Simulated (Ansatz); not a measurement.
```yaml
atoms:
  - { symbol: Cl, position_ang: [-2.3701, -0.2969, -1.0088] }
  - { symbol: C, position_ang: [0.8083, 0.7398, -0.3192] }
  - { symbol: C, position_ang: [0.8357, -0.2773, 0.7536] }
  - { symbol: H, position_ang: [-3.5447, -0.7824, -1.1612] }
  - { symbol: H, position_ang: [0.5268, 1.7638, -0.1093] }
  - { symbol: H, position_ang: [1.1876, 0.5169, -1.3083] }
  - { symbol: H, position_ang: [1.7982, -0.2814, 1.2884] }
  - { symbol: H, position_ang: [0.0632, -0.0956, 1.5052] }
  - { symbol: H, position_ang: [0.6948, -1.2870, 0.3595] }
```

The product side of a reaction path; geometry: PBE0-D4/def2-TZVP; a saddle point, not a minimum.

The calculation used UKS PBE0-D4/def2-TZVPP in Ansatz 0.2.0.

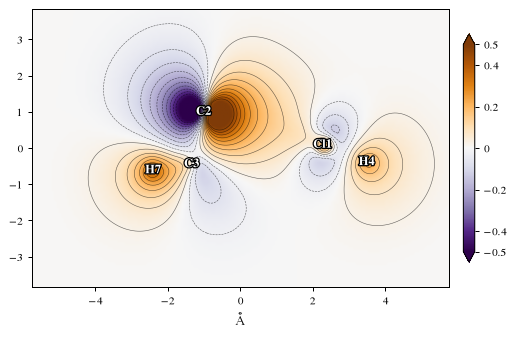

HCl···C2H5 (doublet). The LUMO (β) on the plane of atoms C2, C3 and H7 (values in Å⁻³ᐟ²; the overall sign is arbitrary).

What is the character of this orbital?

It lies mainly on C2 (about 55 %), C3 (about 10 %), Cl1 (about 5 %), H5 (about 5 %) and H6 (about 5 %). Its energy is −1.11 eV.
